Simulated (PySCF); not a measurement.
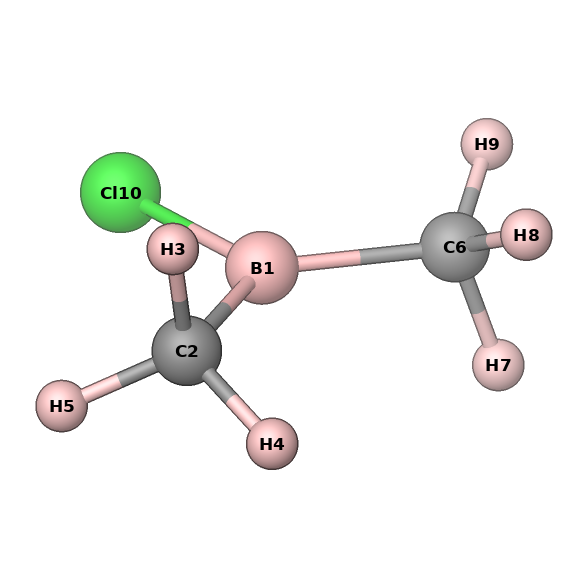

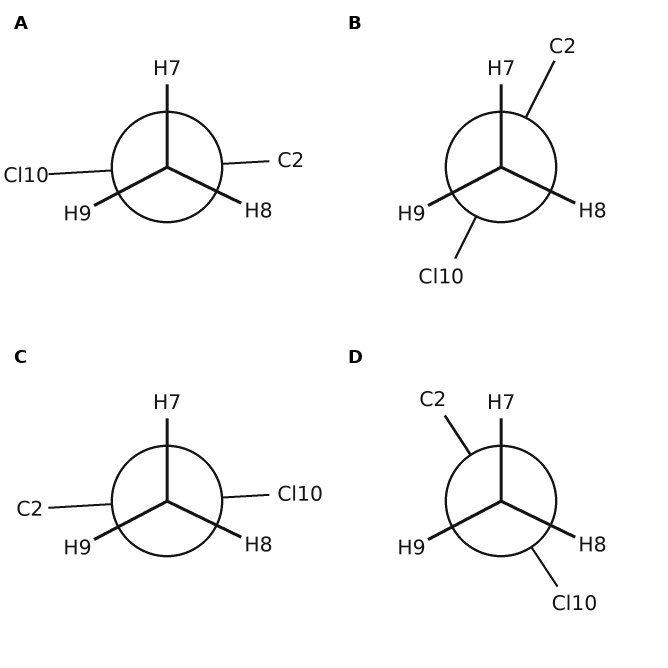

Distant atoms are faded towards the background colour. Bonds that would overlap in a projection are set slightly apart. The computed structure is the end point of a PBE0-D3(BJ)/def2-SVP optimisation. No frequency run is at hand to confirm it as a minimum.

### Which Newman projection shows the view along C6–B1, with C6 in front?

A. The torsion angle H7–C6–B1–Cl10 is −93°, about perpendicular.
